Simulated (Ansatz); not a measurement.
# Cl2FHMoO2: from a rough start to a minimum

The task is to find a stationary geometry of Cl2FHMoO2, check the end point by its vibrations and derive ideal-gas thermochemistry.

Computed with Ansatz 0.2.0, Gaussian basis. Level: RKS PBE0-D4/def2-TZVP.

The runs, in order: relaxation at PBE-D4/def2-SVP; relaxation at PBE0-D4/def2-TZVP; harmonic vibrations at the same level.

1 further run of the same task is left out (set aside as unsound or not needed).

**1. The system as given**

SMILES `[O]=[Mo]([OH])([F])([Cl])[Cl]`, 7 atoms, charge 0, spin multiplicity 1.

Atoms are counted from 1 here; the program's logs count them from 0.

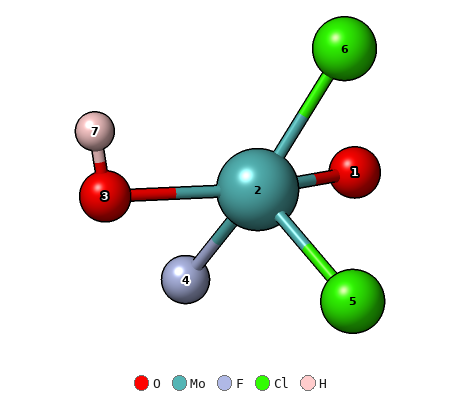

The starting geometry (oxygen red, molybdenum teal, fluorine light blue, chlorine green, hydrogen pink); atoms are numbered from 1 in the order of the file.

The start is a force-field geometry with small random shifts, so a cheaper pass at PBE-D4/def2-SVP comes first. Mo takes the def2 core potential; no spin-orbit term is included.

**2. Optimising with PBE-D4/def2-SVP (cheap first pass)**

The input, in.yaml:

```yaml
crystal:
  periodic: [false, false, false]
  atoms:
    - {symbol: O, position_ang: [-2.060600, 0.586600, 0.063600]}
    - {symbol: Mo, position_ang: [-0.209900, 0.104800, -0.057000]}
    - {symbol: O, position_ang: [1.740500, -1.244900, 0.227300]}
    - {symbol: F, position_ang: [-0.718200, -1.901300, -0.884200]}
    - {symbol: Cl, position_ang: [0.068200, 1.535600, -2.183200]}
    - {symbol: Cl, position_ang: [-0.806100, 1.798600, 1.638800]}
    - {symbol: H, position_ang: [2.047200, -0.947500, 1.148900]}
basis:
  gaussian: {orbitals: def2-SVP}
hamiltonian: {xc: pbe, dispersion: d4}
relax: {f_tol: 0.03, max_steps: 200}
```

Command:

```bash
$ ansatz run in.yaml --threads 4 --pin off --events-out ev --progress --plain --max-ram 10444MiB
```

The program printed, shortened:

```text
Functional definition: PBE
  name "PBE"
  cite "Perdew, Burke & Ernzerhof, Phys. Rev. Lett. 77, 3865 (1996) doi:10.1103/PhysRevLett.77.3865"
  parent pbe
[...]
1185 factors; their error is unknown
[...]
mean field -33698.51965904 eV, -1238.3977557928 hartree, gradient 2.2e-5 eV, S^2 0.000000; 4 other end points of the search recorded, 0 dependent functions left out
[...]
reference -33698.51973183 eV, -1238.3977584678 hartree; 37, 37 occupied and 77, 77 virtual orbitals, 1185 factors
relax step   1: F+E_penalty+E_count = -33698.73682174 eV  Δ(F+E_penalty+E_count) = +0.000e0 eV  max|allowed force component| = 5.771e0 eV/Å  Δτ_max = 0.0000 Å  (258 SCF iters, accepted)
[...]
relax step   5: F+E_penalty+E_count = -33704.82180396 eV  Δ(F+E_penalty+E_count) = -4.148e-1 eV  max|allowed force component| = 4.995e-1 eV/Å  Δτ_max = 0.1949 Å  (42 SCF iters, accepted)
[...]
relax step   9: F+E_penalty+E_count = -33705.19858364 eV  Δ(F+E_penalty+E_count) = -1.227e-1 eV  max|allowed force component| = 1.242e0 eV/Å  Δτ_max = 0.1951 Å  (41 SCF iters, accepted)
[...]
relax step  13: F+E_penalty+E_count = -33705.42862350 eV  Δ(F+E_penalty+E_count) = -7.852e-3 eV  max|allowed force component| = 6.539e-1 eV/Å  Δτ_max = 0.2000 Å  (40 SCF iters, accepted)
[...]
relax step  17: F+E_penalty+E_count = -33705.45134049 eV  Δ(F+E_penalty+E_count) = -1.986e-3 eV  max|allowed force component| = 6.031e-2 eV/Å  Δτ_max = 0.0291 Å  (35 SCF iters, accepted)
[...]
relax step  18: F+E_penalty+E_count = -33705.45113402 eV  Δ(F+E_penalty+E_count) = +2.065e-4 eV  max|allowed force component| = 1.434e-1 eV/Å  Δτ_max = 0.0243 Å  (35 SCF iters, rejected (line search))
[...]
relax step  19: F+E_penalty+E_count = -33705.45195936 eV  Δ(F+E_penalty+E_count) = -6.189e-4 eV  max|allowed force component| = 2.265e-2 eV/Å  Δτ_max = 0.0121 Å  (35 SCF iters, accepted)
1185 factors; their error is unknown
[...]
mean field -33705.20676695 eV, -1238.6435024757 hartree, gradient 1.3e-5 eV, S^2 0.000000; 1 other end points of the search recorded, 0 dependent functions left out
[...]
reference -33705.20683857 eV, -1238.6435051076 hartree; 37, 37 occupied and 77, 77 virtual orbitals, 1185 factors
Total energy: -33705.45203097 eV, -1238.6525157624 hartree
Atom 0 at    -1.734354    -0.199537     0.422401 Å, force     0.000936    -0.002232    -0.000384 eV/Å
Atom 1 at    -0.229597     0.028080    -0.263310 Å, force     0.004000    -0.013349    -0.008310 eV/Å
Atom 2 at     1.022515    -0.997383     0.696978 Å, force    -0.004260    -0.002133     0.012793 eV/Å
Atom 3 at    -0.080584    -1.297628    -1.565121 Å, force    -0.002322     0.012291     0.013357 eV/Å
Atom 4 at    -0.519426     1.506650    -2.019483 Å, force     0.003521    -0.002656     0.001843 eV/Å
Atom 5 at     0.483527     1.841894     1.013458 Å, force    -0.000195     0.000716     0.003353 eV/Å
Atom 6 at     1.119019    -0.950176     1.669278 Å, force    -0.001680     0.007362    -0.022651 eV/Å
Dipole moment:     0.192543    -0.121436     0.399139 e Å
```

It took 37 s on 4 threads of Arm Neoverse V1, shared host.

Along the way: (the energy doesn't fall at every step)

```tsv
step	energy from step 1 (eV)	largest force component (eV/Å)
1	0.0000	5.7707
2	-3.2122	3.0075
3	-4.7820	2.1186
4	-5.6701	1.2936
5	-6.0850	0.4995
6	-6.1849	0.2983
7	-6.2256	0.2678
8	-6.3391	0.7591
9	-6.4618	1.2423
10	-6.5872	1.1589
11	-6.6564	0.7200
12	-6.6839	0.5857
13	-6.6918	0.6539
14	-6.7125	0.1731
15	-6.7125	0.1428
16	-6.7104	0.1268
17	-6.7145	0.0603
18	-6.7143	0.1434
19	-6.7151	0.0227
```

Close pairs (by a distance rule), those that changed most:

```tsv
bond	before (Å)	after (Å)	change (Å)
Mo2–O3	2.389	1.882	-0.507
Mo2–F4	2.229	1.864	-0.365
Mo2–Cl5	2.578	2.314	-0.264
O1–Mo2	1.916	1.669	-0.247
Mo2–Cl6	2.470	2.330	-0.140
O3–H7	1.016	0.978	-0.038
```

**3. Relaxation at PBE0-D4/def2-TZVP**

The input, in.yaml:

```yaml
crystal:
  periodic: [false, false, false]
  atoms:
    - {symbol: O, position_ang: [-1.734354, -0.199537, 0.422401]}
    - {symbol: Mo, position_ang: [-0.229597, 0.028080, -0.263310]}
    - {symbol: O, position_ang: [1.022515, -0.997383, 0.696978]}
    - {symbol: F, position_ang: [-0.080584, -1.297628, -1.565121]}
    - {symbol: Cl, position_ang: [-0.519426, 1.506650, -2.019483]}
    - {symbol: Cl, position_ang: [0.483527, 1.841894, 1.013458]}
    - {symbol: H, position_ang: [1.119019, -0.950176, 1.669278]}
basis:
  gaussian: {orbitals: def2-TZVP}
hamiltonian: {xc: pbe0, dispersion: d4}
relax: {f_tol: 0.005, max_steps: 150}
```

Launched as before.

The program printed:

```text
Functional definition: PBE0
  name "PBE0"
  cite "Adamo & Barone, J. Chem. Phys. 110, 6158 (1999) doi:10.1063/1.478522"
  cite "Perdew, Burke & Ernzerhof, Phys. Rev. Lett. 77, 3865 (1996) doi:10.1103/PhysRevLett.77.3865"
  parent pbe
  parameter a = 0.25
  parameter kappa = 0.804
  parameter beta = 0.06672455060314922
  exchange = (1 - a)*pbe_x(kappa = kappa, mu = beta*pi^2/3) + a*exact_x
  correlation = pbe_c(beta = beta)
1416 factors; their error is unknown
mean field evaluation 1: about -33705.7185 eV, gradient 9.9e1 eV
mean field evaluation 2: about -33431.2741 eV, gradient 3.7e2 eV
mean field evaluation 4: about -33718.8421 eV, gradient 4.5e1 eV
mean field evaluation 8: about -33721.9911 eV, gradient 6.4e-1 eV
mean field evaluation 16: about -33722.1574 eV, gradient 3.7e-3 eV
mean field -33722.15735124 eV, -1239.2664249588 hartree, gradient 1.7e-5 eV, S^2 0.000000; 0 other end points of the search recorded, 0 dependent functions left out
the calculation of the forces begins
reference -33722.15739260 eV, -1239.2664264788 hartree; 37, 37 occupied and 176, 176 virtual orbitals, 1416 factors
relax step   1: F+E_penalty+E_count = -33722.36657919 eV  Δ(F+E_penalty+E_count) = +0.000e0 eV  max|allowed force component| = 1.548e0 eV/Å  Δτ_max = 0.0000 Å  (36 SCF iters, accepted)
these checks for a lower state are left out or cut short: starts, cluster_reference, orbital_swaps, neighbouring_geometries, increment
1416 factors; their error is unknown
mean field -33722.21542877 eV, -1239.2685592685 hartree, gradient 8.8e-6 eV, S^2 0.000000; 0 other end points of the search recorded, 0 dependent functions left out
the calculation of the forces begins
reference -33722.21546993 eV, -1239.2685607814 hartree; 37, 37 occupied and 176, 176 virtual orbitals, 1416 factors
relax step   2: F+E_penalty+E_count = -33722.42803349 eV  Δ(F+E_penalty+E_count) = -6.145e-2 eV  max|allowed force component| = 2.632e-1 eV/Å  Δτ_max = 0.0665 Å  (39 SCF iters, accepted)
these checks for a lower state are left out or cut short: starts, cluster_reference, orbital_swaps, neighbouring_geometries, increment
1416 factors; their error is unknown
mean field evaluation 32: about -33722.2225 eV, gradient 3.3e-1 eV
mean field -33722.22259072 eV, -1239.2688224654 hartree, gradient 1.6e-5 eV, S^2 0.000000; 0 other end points of the search recorded, 0 dependent functions left out
the calculation of the forces begins
reference -33722.22263194 eV, -1239.2688239804 hartree; 37, 37 occupied and 176, 176 virtual orbitals, 1416 factors
relax step   3: F+E_penalty+E_count = -33722.43458544 eV  Δ(F+E_penalty+E_count) = -6.552e-3 eV  max|allowed force component| = 8.421e-2 eV/Å  Δτ_max = 0.0291 Å  (39 SCF iters, accepted)
[... from here on, the SCF cycles and remarks between the steps are left out ...]
relax step   4: F+E_penalty+E_count = -33722.43562592 eV  Δ(F+E_penalty+E_count) = -1.040e-3 eV  max|allowed force component| = 5.220e-2 eV/Å  Δτ_max = 0.0158 Å  (39 SCF iters, accepted)
relax step   5: F+E_penalty+E_count = -33722.43732840 eV  Δ(F+E_penalty+E_count) = -1.702e-3 eV  max|allowed force component| = 1.050e-1 eV/Å  Δτ_max = 0.0484 Å  (38 SCF iters, accepted)
relax step   6: F+E_penalty+E_count = -33722.43699866 eV  Δ(F+E_penalty+E_count) = +3.297e-4 eV  max|allowed force component| = 4.682e-1 eV/Å  Δτ_max = 0.0807 Å  (39 SCF iters, rejected (line search))
relax step   7: F+E_penalty+E_count = -33722.43877897 eV  Δ(F+E_penalty+E_count) = -1.451e-3 eV  max|allowed force component| = 5.936e-2 eV/Å  Δτ_max = 0.0404 Å  (38 SCF iters, accepted)
relax step   8: F+E_penalty+E_count = -33722.43900668 eV  Δ(F+E_penalty+E_count) = -2.277e-4 eV  max|allowed force component| = 3.297e-1 eV/Å  Δτ_max = 0.0735 Å  (39 SCF iters, accepted)
relax step   9: F+E_penalty+E_count = -33722.44156544 eV  Δ(F+E_penalty+E_count) = -2.559e-3 eV  max|allowed force component| = 1.484e-1 eV/Å  Δτ_max = 0.1172 Å  (44 SCF iters, accepted)
relax step  10: F+E_penalty+E_count = -33722.43919468 eV  Δ(F+E_penalty+E_count) = +2.371e-3 eV  max|allowed force component| = 1.785e-1 eV/Å  Δτ_max = 0.0468 Å  (38 SCF iters, rejected (line search))
relax step  11: F+E_penalty+E_count = -33722.44459661 eV  Δ(F+E_penalty+E_count) = -3.031e-3 eV  max|allowed force component| = 5.452e-2 eV/Å  Δτ_max = 0.0230 Å  (38 SCF iters, accepted)
relax step  12: F+E_penalty+E_count = -33722.44608743 eV  Δ(F+E_penalty+E_count) = -1.491e-3 eV  max|allowed force component| = 1.372e-1 eV/Å  Δτ_max = 0.0349 Å  (39 SCF iters, accepted)
relax step  13: F+E_penalty+E_count = -33722.45174674 eV  Δ(F+E_penalty+E_count) = -5.659e-3 eV  max|allowed force component| = 5.969e-1 eV/Å  Δτ_max = 0.1255 Å  (44 SCF iters, accepted)
relax step  14: F+E_penalty+E_count = -33722.46081415 eV  Δ(F+E_penalty+E_count) = -9.067e-3 eV  max|allowed force component| = 3.753e-1 eV/Å  Δτ_max = 0.0532 Å  (38 SCF iters, accepted)
relax step  15: F+E_penalty+E_count = -33722.46213409 eV  Δ(F+E_penalty+E_count) = -1.320e-3 eV  max|allowed force component| = 5.267e-1 eV/Å  Δτ_max = 0.0328 Å  (39 SCF iters, accepted)
relax step  16: F+E_penalty+E_count = -33722.46826121 eV  Δ(F+E_penalty+E_count) = -6.127e-3 eV  max|allowed force component| = 2.726e-1 eV/Å  Δτ_max = 0.0396 Å  (38 SCF iters, accepted)
relax step  17: F+E_penalty+E_count = -33722.47368469 eV  Δ(F+E_penalty+E_count) = -5.423e-3 eV  max|allowed force component| = 1.604e-1 eV/Å  Δτ_max = 0.0549 Å  (37 SCF iters, accepted)
relax step  18: F+E_penalty+E_count = -33722.47702957 eV  Δ(F+E_penalty+E_count) = -3.345e-3 eV  max|allowed force component| = 2.567e-1 eV/Å  Δτ_max = 0.0680 Å  (38 SCF iters, accepted)
relax step  19: F+E_penalty+E_count = -33722.47910517 eV  Δ(F+E_penalty+E_count) = -2.076e-3 eV  max|allowed force component| = 2.511e-1 eV/Å  Δτ_max = 0.0436 Å  (39 SCF iters, accepted)
relax step  20: F+E_penalty+E_count = -33722.48055571 eV  Δ(F+E_penalty+E_count) = -1.451e-3 eV  max|allowed force component| = 6.904e-2 eV/Å  Δτ_max = 0.0408 Å  (39 SCF iters, accepted)
relax step  21: F+E_penalty+E_count = -33722.48074941 eV  Δ(F+E_penalty+E_count) = -1.937e-4 eV  max|allowed force component| = 6.666e-2 eV/Å  Δτ_max = 0.0096 Å  (40 SCF iters, accepted)
relax step  22: F+E_penalty+E_count = -33722.48093582 eV  Δ(F+E_penalty+E_count) = -1.864e-4 eV  max|allowed force component| = 4.790e-2 eV/Å  Δτ_max = 0.0355 Å  (39 SCF iters, accepted)
relax step  23: F+E_penalty+E_count = -33722.48169165 eV  Δ(F+E_penalty+E_count) = -7.558e-4 eV  max|allowed force component| = 4.985e-2 eV/Å  Δτ_max = 0.0177 Å  (39 SCF iters, accepted)
relax step  24: F+E_penalty+E_count = -33722.48191306 eV  Δ(F+E_penalty+E_count) = -2.214e-4 eV  max|allowed force component| = 2.360e-2 eV/Å  Δτ_max = 0.0184 Å  (39 SCF iters, accepted)
relax step  25: F+E_penalty+E_count = -33722.48203579 eV  Δ(F+E_penalty+E_count) = -1.227e-4 eV  max|allowed force component| = 6.110e-2 eV/Å  Δτ_max = 0.0238 Å  (39 SCF iters, accepted)
relax step  26: F+E_penalty+E_count = -33722.48209585 eV  Δ(F+E_penalty+E_count) = -6.006e-5 eV  max|allowed force component| = 3.878e-2 eV/Å  Δτ_max = 0.0088 Å  (40 SCF iters, accepted)
relax step  27: F+E_penalty+E_count = -33722.48216113 eV  Δ(F+E_penalty+E_count) = -6.528e-5 eV  max|allowed force component| = 9.353e-3 eV/Å  Δτ_max = 0.0164 Å  (38 SCF iters, accepted)
relax step  28: F+E_penalty+E_count = -33722.48219141 eV  Δ(F+E_penalty+E_count) = -3.028e-5 eV  max|allowed force component| = 1.098e-2 eV/Å  Δτ_max = 0.0180 Å  (39 SCF iters, accepted)
relax step  29: F+E_penalty+E_count = -33722.48218748 eV  Δ(F+E_penalty+E_count) = +3.928e-6 eV  max|allowed force component| = 1.180e-2 eV/Å  Δτ_max = 0.0101 Å  (40 SCF iters, rejected (line search))
relax step  30: F+E_penalty+E_count = -33722.48219696 eV  Δ(F+E_penalty+E_count) = -5.557e-6 eV  max|allowed force component| = 3.200e-3 eV/Å  Δτ_max = 0.0049 Å  (41 SCF iters, accepted)
these checks for a lower state are left out or cut short: starts, cluster_reference, orbital_swaps, neighbouring_geometries, increment
1416 factors; their error is unknown
mean field -33722.27084386 eV, -1239.2705957358 hartree, gradient 1.3e-5 eV, S^2 0.000000; 0 other end points of the search recorded, 0 dependent functions left out
the calculation of the forces begins
reference -33722.27088542 eV, -1239.2705972631 hartree; 37, 37 occupied and 176, 176 virtual orbitals, 1416 factors
relax step  31: F+E_penalty+E_count = -33722.48219839 eV  Δ(F+E_penalty+E_count) = -1.421e-6 eV  max|allowed force component| = 4.220e-3 eV/Å  Δτ_max = 0.0051 Å  (40 SCF iters, accepted)
1416 factors; their error is unknown
mean field evaluation 256: about -33722.2708 eV, gradient 1.3e-2 eV
mean field -33722.27084386 eV, -1239.2705957358 hartree, gradient 1.3e-5 eV, S^2 0.000000; 1 other end points of the search recorded, 0 dependent functions left out
the calculation of the forces begins
reference -33722.27088542 eV, -1239.2705972631 hartree; 37, 37 occupied and 176, 176 virtual orbitals, 1416 factors
Total energy: -33722.48223995 eV, -1239.2783643985 hartree
Atom 0 at    -1.877107    -0.182585     0.268021 Å, force     0.000431    -0.000884     0.000115 eV/Å
Atom 1 at    -0.311269     0.049168    -0.164297 Å, force    -0.003538     0.002444    -0.000579 eV/Å
Atom 2 at     0.607114    -0.988026     1.064571 Å, force    -0.002295     0.000597    -0.001082 eV/Å
Atom 3 at     0.143537    -1.218272    -1.438783 Å, force     0.000665    -0.002130     0.000797 eV/Å
Atom 4 at    -0.477854     1.448912    -1.960322 Å, force     0.000717     0.002021     0.000806 eV/Å
Atom 5 at     0.417219     1.885513     0.999408 Å, force    -0.000201    -0.000508    -0.001529 eV/Å
Atom 6 at     1.559460    -1.062810     1.185602 Å, force     0.004220    -0.001539     0.001472 eV/Å
Dipole moment:     0.434507    -0.163655     0.249423 e Å
```

It took 2.6 min on 4 threads of Arm Neoverse V1, shared host; peak memory 0.68 GiB.

Along the way: (the energy doesn't fall at every step)

```tsv
step	energy from step 1 (eV)	largest force component (eV/Å)
1	0.0000	1.5485
2	-0.0615	0.2632
3	-0.0680	0.0842
4	-0.0690	0.0522
5	-0.0707	0.1050
6	-0.0704	0.4682
7	-0.0722	0.0594
8	-0.0724	0.3297
9	-0.0750	0.1484
10	-0.0726	0.1785
11	-0.0780	0.0545
12	-0.0795	0.1372
13	-0.0852	0.5969
14	-0.0942	0.3753
15	-0.0956	0.5267
16	-0.1017	0.2726
17	-0.1071	0.1604
18	-0.1105	0.2567
19	-0.1125	0.2511
20	-0.1140	0.0690
21	-0.1142	0.0667
22	-0.1144	0.0479
23	-0.1151	0.0498
24	-0.1153	0.0236
25	-0.1155	0.0611
26	-0.1155	0.0388
27	-0.1156	0.0094
28	-0.1156	0.0110
29	-0.1156	0.0118
30	-0.1156	0.0032
31	-0.1156	0.0042
```

The force was under the threshold of 0.005 eV/Å already at step 30, but the program went on to step 31.

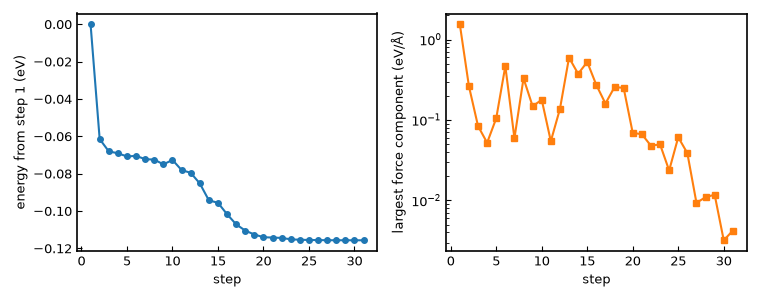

Energy and largest force along the relaxation.

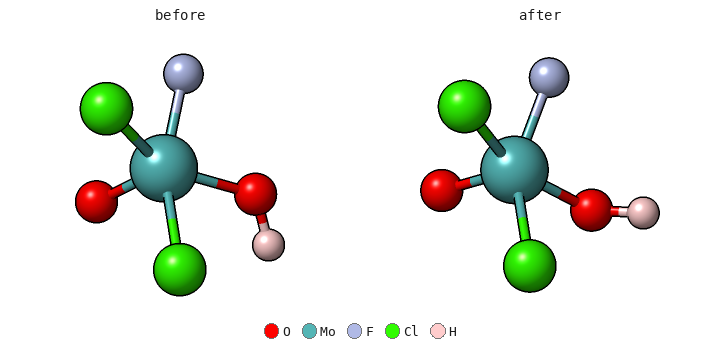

Before and after, at one scale.

Close pairs (by a distance rule), those that changed most:

```tsv
bond	before (Å)	after (Å)	change (Å)
Mo2–Cl6	2.330	2.293	-0.037
Mo2–Cl5	2.314	2.283	-0.031
Mo2–O3	1.882	1.852	-0.030
O1–Mo2	1.669	1.641	-0.028
O3–H7	0.978	0.963	-0.015
Mo2–F4	1.864	1.854	-0.010
```

Mulliken charges of the relaxed molecule (report file):

```tsv
atom	value (e)
O1	-0.42
Mo2	1.59
O3	-0.58
F4	-0.41
Cl5	-0.26
Cl6	-0.29
H7	0.36
```

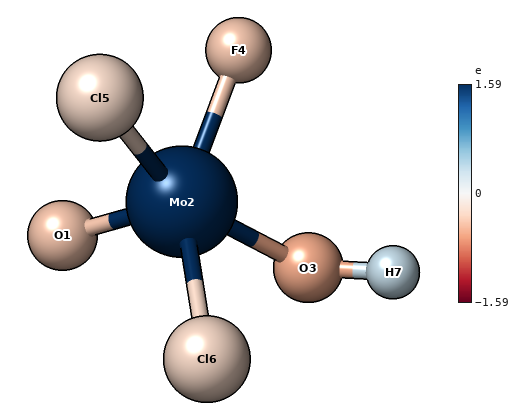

Mulliken charges of the relaxed molecule (report file), as colours on the atoms.

**4. Force constants and modes**

The input, in.yaml:

```yaml
crystal:
  periodic: [false, false, false]
  atoms:
    - {symbol: O, position_ang: [-1.877107, -0.182585, 0.268021]}
    - {symbol: Mo, position_ang: [-0.311269, 0.049168, -0.164297]}
    - {symbol: O, position_ang: [0.607114, -0.988026, 1.064571]}
    - {symbol: F, position_ang: [0.143537, -1.218272, -1.438783]}
    - {symbol: Cl, position_ang: [-0.477854, 1.448912, -1.960322]}
    - {symbol: Cl, position_ang: [0.417219, 1.885513, 0.999408]}
    - {symbol: H, position_ang: [1.559460, -1.062810, 1.185602]}
basis:
  gaussian: {orbitals: def2-TZVP}
hamiltonian: {xc: pbe0, dispersion: d4}
phonons: {temperatures: {t_min: 298.15, t_max: 900, t_step: 200}}
```

Launched as before.

The program printed, shortened:

```text
Functional definition: PBE0
  name "PBE0"
  cite "Adamo & Barone, J. Chem. Phys. 110, 6158 (1999) doi:10.1063/1.478522"
  cite "Perdew, Burke & Ernzerhof, Phys. Rev. Lett. 77, 3865 (1996) doi:10.1103/PhysRevLett.77.3865"
  parent pbe
[...]
1416 factors; their error is unknown
[...]
mean field -33722.27083780 eV, -1239.2705955129 hartree, gradient 3.2e-5 eV, S^2 0.000000; 0 other end points of the search recorded, 0 dependent functions left out
[...]
reference -33722.27087936 eV, -1239.2705970402 hartree; 37, 37 occupied and 176, 176 virtual orbitals, 1416 factors
[...]
1416 factors; their error is unknown
mean field -33722.27061029 eV, -1239.2705871523 hartree, gradient 2.2e-6 eV, S^2 0.000000; 0 other end points of the search recorded, 0 dependent functions left out
[...]
reference -33722.27065187 eV, -1239.2705886801 hartree; 37, 37 occupied and 176, 176 virtual orbitals, 1416 factors
[...]
reference -33722.27086680 eV, -1239.2705965788 hartree; 37, 37 occupied and 176, 176 virtual orbitals, 1416 factors
Total energy: -33722.48223391 eV, -1239.2783641767 hartree
Atom 0 at    -1.877107    -0.182585     0.268021 Å, force     0.000478    -0.000882     0.000102 eV/Å
Atom 1 at    -0.311269     0.049168    -0.164297 Å, force    -0.003584     0.002351    -0.000653 eV/Å
Atom 2 at     0.607114    -0.988026     1.064571 Å, force    -0.002269     0.000542    -0.001050 eV/Å
Atom 3 at     0.143537    -1.218272    -1.438783 Å, force     0.000682    -0.002139     0.000851 eV/Å
Atom 4 at    -0.477854     1.448912    -1.960322 Å, force     0.000687     0.002085     0.000807 eV/Å
Atom 5 at     0.417219     1.885513     0.999408 Å, force    -0.000180    -0.000401    -0.001520 eV/Å
Atom 6 at     1.559460    -1.062810     1.185602 Å, force     0.004186    -0.001557     0.001462 eV/Å
Dipole moment:     0.434508    -0.163655     0.249422 e Å
Vibrations: 52.09 66.23 193.02 218.63 265.15 277.55 296.25 360.02 418.41 426.46 601.08 663.17 746.18 1114.50 3861.10 cm⁻¹, zero-point energy 0.592635 eV
```

Wall time 2.8 min (4 threads of Arm Neoverse V1, shared host); peak memory 0.68 GiB.

Motions are named by where the mode's potential energy lies. The modes, unscaled (a negative number is an imaginary wavenumber):

```tsv
mode	cm⁻¹	motion
1	52	torsion
2	66	bend
3	193	bend
4	219	bend
5	265	bend
6	278	bend
7	296	bend
8	360	Mo–Cl stretch
9	418	Mo–Cl stretch
10	426	torsion with bend
11	601	bend
12	663	Mo–F stretch
13	746	Mo–O stretch
14	1115	Mo–O stretch
15	3861	O–H stretch
```

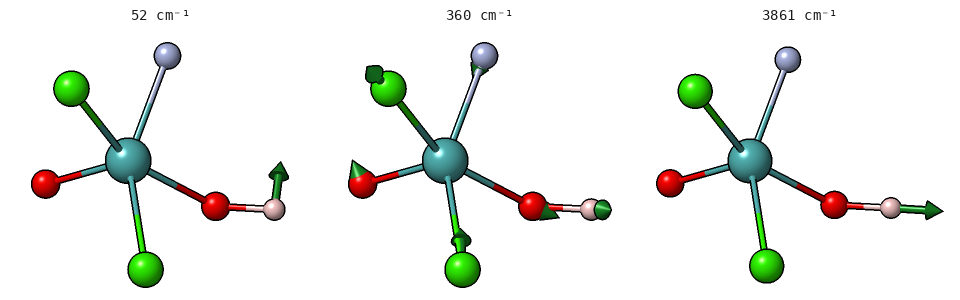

Displacements of 3 modes, as arrows.

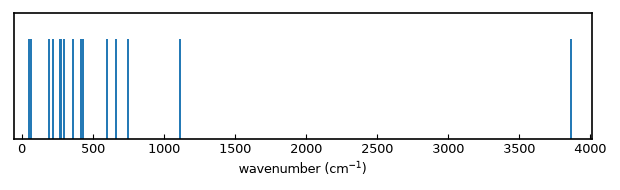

The harmonic wavenumbers as sticks (no intensities were computed).

Ideal gas, rigid rotor and harmonic oscillator at 298.15 K and 1 bar, with symmetry number 1:

```tsv
term	value
zero-point energy	13.7 kcal/mol
H(298) − E	19.4 kcal/mol
entropy, translation	176.1 J/(mol K)
entropy, rotation	121.1 J/(mol K)
entropy, vibration	91.2 J/(mol K)
entropy, total	388.3 J/(mol K)
```

**5. Outcome**

```
                  quantity            value
               point group               C1
                     steps          19 + 31
shift from the start (rms)          0.982 Å
              total energy   -33722.4822 eV
           dispersion term         -211 meV
             dipole moment           2.53 D
lowest, highest wavenumber    52, 3861 cm⁻¹
         zero-point energy    13.7 kcal/mol
       entropy at 298.15 K  388.3 J/(mol K)
```

The relaxed geometry lies 0.98 Å (rms) from the start; the bond that changed most is Mo2–O3, from 2.389 to 1.852 Å. All wavenumbers are real, so the end point is a minimum. The stiffest mode, 3861 cm⁻¹, is an O–H stretch, and 3 modes under 200 cm⁻¹ make the vibrational entropy uncertain. Harmonic hybrid wavenumbers usually lie a few per cent above measured fundamentals. The largest Mulliken charge, +1.59 e, sits on Mo2.
